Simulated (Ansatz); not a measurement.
# AlF2H3Se: what the fields show

Input

```
crystal:
  periodic: [false, false, false]
  atoms:
    - {symbol: Al, position_ang: [-0.654813, -0.906381, 0.010426]}
    - {symbol: H, position_ang: [-1.945942, -0.026620, -0.175542]}
    - {symbol: F, position_ang: [-0.070541, -1.745173, -1.295492]}
    - {symbol: F, position_ang: [-0.327947, -1.530548, 1.511707]}
    - {symbol: H, position_ang: [0.722876, 1.771495, 0.990061]}
    - {symbol: Se, position_ang: [1.359132, 0.827792, 0.060897]}
    - {symbol: H, position_ang: [0.917336, 1.609535, -1.101958]}
basis:
  gaussian: {orbitals: def2-TZVPP}
hamiltonian: {xc: pbe0, dispersion: d4}
output: {orbitals: {seedname: orbitals}}
```

Command:

```sh
ansatz run in.yaml --threads 4 --pin off --events-out ev --progress --plain --max-ram 9574MiB
```

The reactant side of a reaction path; geometry: PBE0-D4/def2-TZVP.

These are results of RKS PBE0-D4/def2-TZVPP (Ansatz 0.2.0), not measurements.

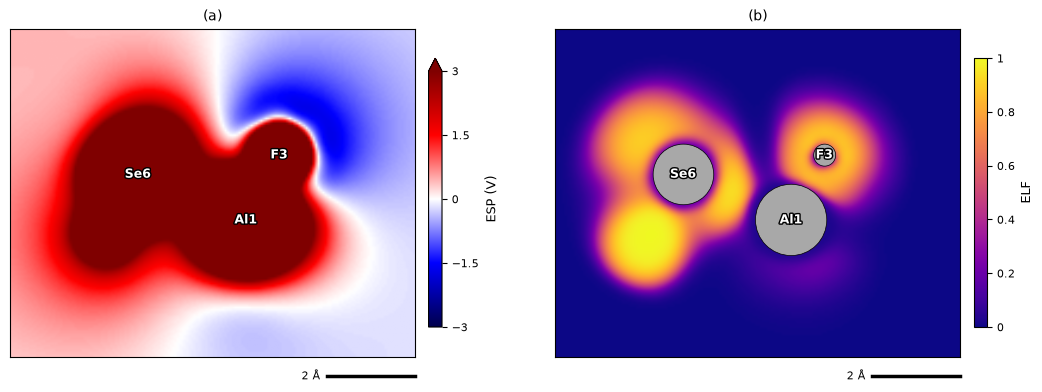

Figure 1. (a) electrostatic potential; (b) electron localisation function on the plane of atoms F3, Al1 and Se6. Grey discs cover the atomic cores in the ELF map.

Question: What do the fields say about this system?

Answer:
- The section cuts through Al, F and Se sites.
- Al–F (1.66 Å): the ELF peaks at about 0.85 in the valence shell of F, 0.6 Å from its nucleus, and is about 0.40 at the midpoint.
- Al–Se (2.66 Å): the ELF peaks at about 0.95 between the atoms: a polar covalent bond.
- The ELF also peaks beside F3 and Se6, away from the bonds: lone-pair regions.
- Outside the dense part of the molecule the potential is most negative (−1.7 V) near F3.

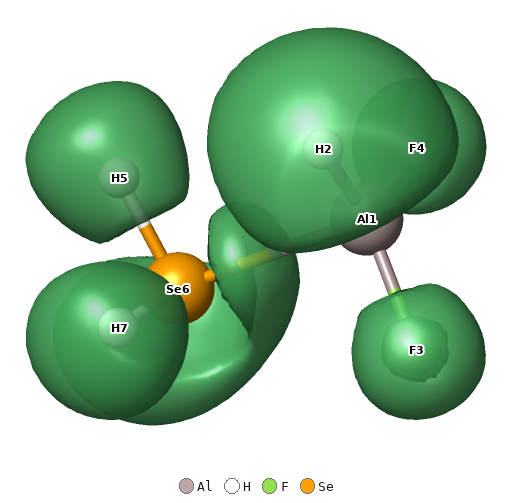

Figure 2. Isosurface of the electron localisation function at 0.75 (green), seen at a tilt. Only the valence region is drawn (cores and ρ < 0.01 e/Å³ removed).

Question: Where are the electrons localised?

Answer: The surface consists of three regions around hydrogen nuclei, one region on Se in which the atom's valence shell and bonds are merged and two regions wrapped around F (the valence shell of each).

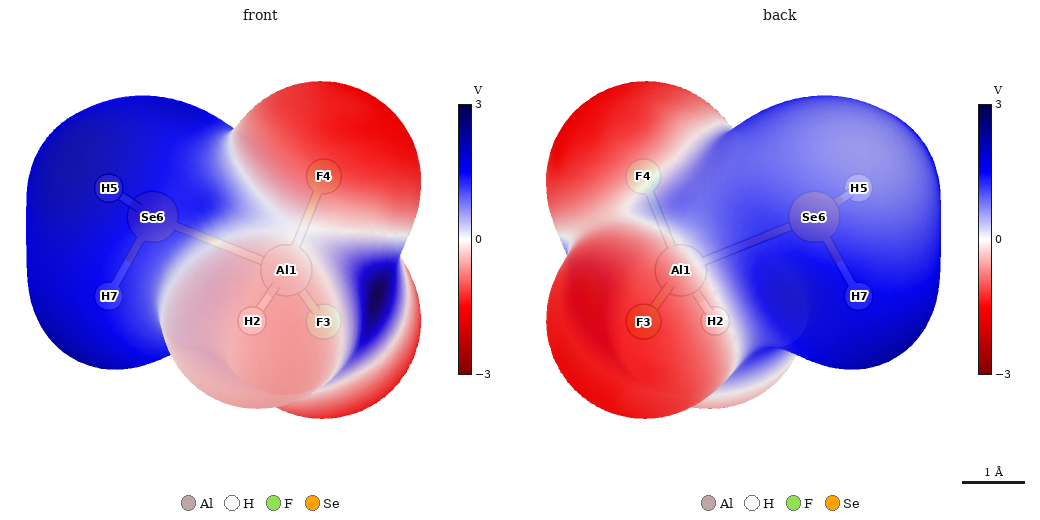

Figure 3. The molecular electrostatic potential painted on the density surface at 0.002 e/bohr³, seen from the front and from behind; red is negative and blue positive.

Question: Where is the surface potential most negative and most positive?

Answer: The most negative region (about −1.5 V, or −35 kcal/mol for a unit charge) lies over F3 and F4, the most positive (about +2.6 V, or +60 kcal/mol for a unit charge) over Al1.

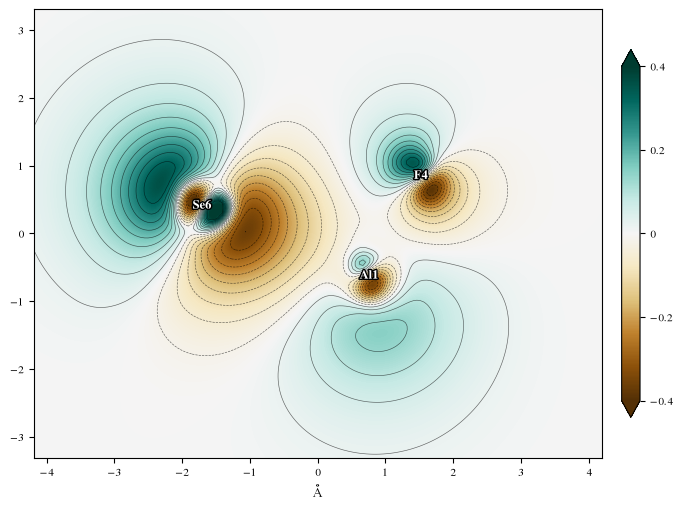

Figure 4. The HOMO on the plane of atoms F4, Al1 and Se6 (values in Å⁻³ᐟ²; the overall sign is arbitrary).

Question: Describe this orbital and give its energy.

Answer: It lies mainly on Se6 (about 35 %), H2 (about 35 %) and Al1 (about 20 %). Its energy is −8.53 eV.
